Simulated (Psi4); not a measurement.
# GeCl2 (SMILES [Cl][Ge][Cl]): B3LYP/6-31G(d) (spherical functions)

What is the vertical ionisation energy of GeCl2 at B3LYP/6-31G* (spherical functions)? 

The calculation is run with Psi4 1.11.

1 further run of the same task is left out (set aside as unsound or not needed).

## Step 1: The molecule

GeCl2: 3 atoms, total charge 0, spin state singlet. SMILES: `[Cl][Ge][Cl]`. The shape comes from GFN2-xTB, which is rough for such elements, and wasn't checked as a minimum.

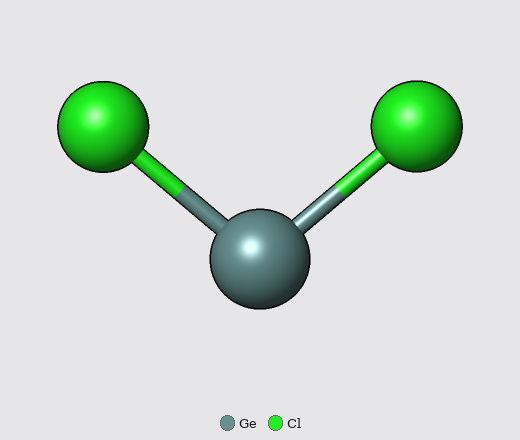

The structure, seen from a chosen angle (germanium teal, chlorine green).

## Step 2: A single-point energy at B3LYP/6-31G(d) (spherical functions)

job.inp

```
memory 1600 mb

molecule molecule1 {
  0 1
  Ge     0.004890    -0.007110    -0.931180
  Cl     1.647840    -0.018820     0.474730
  Cl    -1.652730     0.025930     0.456450
  units angstrom
  symmetry c1
  no_reorient
  no_com
}

set {
  basis 6-31G*
  reference rks
  puream true
  e_convergence 1e-09
  d_convergence 1e-08
  scf_type pk
  dft_radial_points 99
  dft_spherical_points 590
}

E, wfn = energy('b3lyp', return_wfn=True)
oeprop(wfn, 'LOWDIN_CHARGES', 'MULLIKEN_CHARGES', 'DIPOLE')
```

Command:

```
$ psi4 -n 1 job.inp job.out
```

job.out:

```text
[...]
  Running in c1 symmetry.
[...]
  Nuclear repulsion =  312.606017933749115
[...]
  Multiplicity = 1
[...]
  Nalpha       = 33
  Nbeta        = 33
[...]
    Number of basis functions: 68
[...]
   @RKS iter   1: -2995.93544783086281   -2.21045e+00   3.89955e-02 DIIS/ADIIS
[...]
   @RKS iter  11: -2997.23954919021844    0.00000e+00   7.36031e-09 DIIS
[...]
    Orbital Energies [Eh]
    ---------------------
    Doubly Occupied:
       1A   -398.797849     2A   -101.526150     3A   -101.526094
       4A    -49.873294     5A    -44.397980     6A    -44.396615
       7A    -44.395939     8A     -9.460280     9A     -9.460217
      10A     -7.219777    11A     -7.219712    12A     -7.216080
      13A     -7.216018    14A     -7.214188    15A     -7.214122
      16A     -6.302283    17A     -4.474945    18A     -4.471554
      19A     -4.468495    20A     -1.277335    21A     -1.275889
      22A     -1.273774    23A     -1.273335    24A     -1.270457
      25A     -0.841530    26A     -0.814200    27A     -0.528600
      28A     -0.398438    29A     -0.364180    30A     -0.359859
      31A     -0.332243    32A     -0.317325    33A     -0.290530
[...]
  @RKS Final Energy: -2997.23954919021844
   => Energetics <=
    Nuclear Repulsion Energy =            312.6060179337491149
    One-Electron Energy =               -4787.7200876071819948
    Two-Electron Energy =                1587.0127087565242618
    DFT Exchange-Correlation Energy =    -109.1381882733099502
    Empirical Dispersion Energy =           0.0000000000000000
    VV10 Nonlocal Energy =                  0.0000000000000000
    Total Energy =                      -2997.2395491902184403
[...]
 Multipole Moments:
 ------------------------------------------------------------------------------------
     Multipole            Electronic (a.u.)      Nuclear  (a.u.)        Total (a.u.)
 ------------------------------------------------------------------------------------
 L = 1.  Multiply by 2.5417464519 to convert [e a0] to [Debye]
 Dipole X            :         -0.1352903            0.1386114            0.0033211
 Dipole Y            :          0.1955815           -0.2015393           -0.0059578
 Dipole Z            :         25.6134581          -26.3951276           -0.7816695
 Magnitude           :                                                    0.7816992
[...]
  Mulliken Charges: (a.u.)
   Center  Symbol    Alpha    Beta     Spin     Total
       1    GE    15.83133 15.83133  0.00000  0.33735
       2    CL     8.58442  8.58442  0.00000 -0.16884
       3    CL     8.58425  8.58425  0.00000 -0.16851
   Total alpha = 33.00000, Total beta = 33.00000, Total charge = -0.00000
  Lowdin Charges: (a.u.)
   Center  Symbol    Alpha    Beta     Spin     Total
       1    GE    15.90296 15.90296  0.00000  0.19408
       2    CL     8.54860  8.54860  0.00000 -0.09719
       3    CL     8.54844  8.54844  0.00000 -0.09688
[...]
```

It took 4.2 s on 1 thread of Intel Xeon 6975P-C (Granite Rapids), shared host; peak memory 0.49 GiB.

## Step 3: The doublet cation: energy and forces at UB3LYP/6-31G(d) (spherical functions)

run.py

```python
import psi4

psi4.set_memory('1600 MB')
psi4.set_num_threads(1)
psi4.set_output_file('psi4.out', False)

molecule = psi4.geometry("""
1 2
Ge     0.00924076    -0.01343595    -1.75967517
Cl     3.11396630    -0.03556465     0.89710968
Cl    -3.12320706     0.04900060     0.86256549
units bohr
symmetry c1
no_reorient
no_com
""")

options = {'basis': '6-31G*', 'reference': 'uks', 'puream': True, 'e_convergence': 1e-09, 'd_convergence': 1e-08, 'scf_type': 'pk', 'dft_radial_points': 99, 'dft_spherical_points': 590, 'maxiter': 200}
psi4.set_options(options)

e, wfn = psi4.gradient('b3lyp', return_wfn=True)
psi4.oeprop(wfn, 'MAYER_INDICES', 'LOWDIN_CHARGES', 'QUADRUPOLE')
print('gradient / Eh bohr^-1')
print(e.np.round(6))
print(f'energy = {wfn.energy():.10f} Eh')
for k, v in sorted(psi4.core.scalar_variables().items()):
    print(f'{k:45s} {v:18.10f}')
```

Command:

```
$ python run.py
```

psi4.out, cut to the lines that bear on the results:

```text
[...]
  Running in c1 symmetry.
[...]
  Nuclear repulsion =  312.606018086892789
[...]
  Multiplicity = 2
[...]
  Nalpha       = 33
  Nbeta        = 32
[...]
    Number of basis functions: 68
[...]
   @UKS iter   1: -2995.48265307267275   -1.75765e+00   3.92427e-02 DIIS/ADIIS
[...]
   @UKS iter  14: -2996.85899396009154   -3.18323e-12   4.83973e-09 DIIS
[...]
   @S^2 Observed:                7.561958087E-01
[...]
  @UKS Final Energy: -2996.85899396009154
   => Energetics <=
    Nuclear Repulsion Energy =            312.6060180868927887
    One-Electron Energy =               -4770.3665532477434681
    Two-Electron Energy =                1569.7636271317476258
    DFT Exchange-Correlation Energy =    -108.8620859309886697
    Empirical Dispersion Energy =           0.0000000000000000
    VV10 Nonlocal Energy =                  0.0000000000000000
    Total Energy =                      -2996.8589939600915386
[...]
  -Total Gradient:
     Atom            X                  Y                   Z
    ------   -----------------  -----------------  -----------------
       1        0.000069749965    -0.000188256201    -0.024762864524
       2       -0.004248870269     0.000151438258     0.012381320514
       3        0.004179094569     0.000036784050     0.012377016874
[...]
 Multipole Moments:
 ------------------------------------------------------------------------------------
     Multipole            Electronic (a.u.)      Nuclear  (a.u.)        Total (a.u.)
 ------------------------------------------------------------------------------------
 L = 1.  Multiply by 2.5417464519 to convert [e a0] to [Debye]
 Dipole X            :         -0.1323282            0.1386114            0.0062832
 Dipole Y            :          0.1920659           -0.2015393           -0.0094733
 Dipole Z            :         25.1540124          -26.3951276           -1.2411152
 Magnitude           :                                                    1.2411672
 L = 2.  Multiply by 1.3450342976 to convert [e a0^2] to [Debye ang]
 Quadrupole XX       :       -355.3092360          330.6732763          -24.6359597
 Quadrupole XY       :          4.4542177           -4.4883375           -0.0341198
[...]
```

On the terminal:

```text
gradient / Eh bohr^-1
[[ 7.0000e-05 -1.8800e-04 -2.4763e-02]
 [-4.2490e-03  1.5100e-04  1.2381e-02]
 [ 4.1790e-03  3.7000e-05  1.2377e-02]]
energy = -2996.8589939601 Eh
CURRENT ENERGY                                  -2996.8589939601
CURRENT REFERENCE ENERGY                        -2996.8589939601
DD SOLVATION ENERGY                                 0.0000000000
DFT FUNCTIONAL TOTAL ENERGY                     -2996.8589939601
DFT TOTAL ENERGY                                -2996.8589939601
DFT VV10 ENERGY                                     0.0000000000
DFT XC ENERGY                                    -108.8620859310
GRID ELECTRONS ALPHA                               32.9999991705
GRID ELECTRONS BETA                                31.9999991351
GRID ELECTRONS TOTAL                               64.9999983056
NUCLEAR REPULSION ENERGY                          312.6060180869
ONE-ELECTRON ENERGY                             -4770.3665532477
PCM POLARIZATION ENERGY                             0.0000000000
PE ENERGY                                           0.0000000000
SCF ITERATION ENERGY                            -2996.8589939601
SCF ITERATIONS                                     14.0000000000
SCF TOTAL ENERGY                                -2996.8589939601
TWO-ELECTRON ENERGY                              1569.7636271317
XC GRID RADIAL POINTS                              99.0000000000
XC GRID SPHERICAL POINTS                          590.0000000000
XC GRID TOTAL POINTS                           164008.0000000000
```

Run time: 9.3 s. Hardware: 1 thread of Intel Xeon 6975P-C (Granite Rapids), shared host; peak memory 0.49 GiB.

## Step 4: Outcome

At B3LYP/6-31G* (spherical functions):

```
                                          quantity           value
                       singlet GeCl2: total energy  -2997.23955 Eh
                      singlet GeCl2: dipole moment          1.99 D
                        singlet GeCl2: HOMO energy        -7.91 eV
                        singlet GeCl2: LUMO energy        -3.26 eV
                      singlet GeCl2: HOMO–LUMO gap         4.64 eV
                      doublet cation: total energy  -2996.85899 Eh
doublet cation: HOMO energy (highest over α and β)       -14.85 eV
 doublet cation: LUMO energy (lowest over α and β)       -12.81 eV
                              doublet cation: ⟨S²⟩           0.756
          doublet cation: largest force on an atom      1.273 eV/Å
vertical ionisation energy (to the doublet cation)       10.355 eV
```

The vertical ionisation energy comes to 10.36 eV (999 kJ/mol). −ε(HOMO) before ionisation, 7.91 eV, is 2.45 eV below this ionisation energy. Mulliken charges (singlet GeCl2) run from -0.17 on Cl2 to +0.34 on Ge1; they depend strongly on the basis.
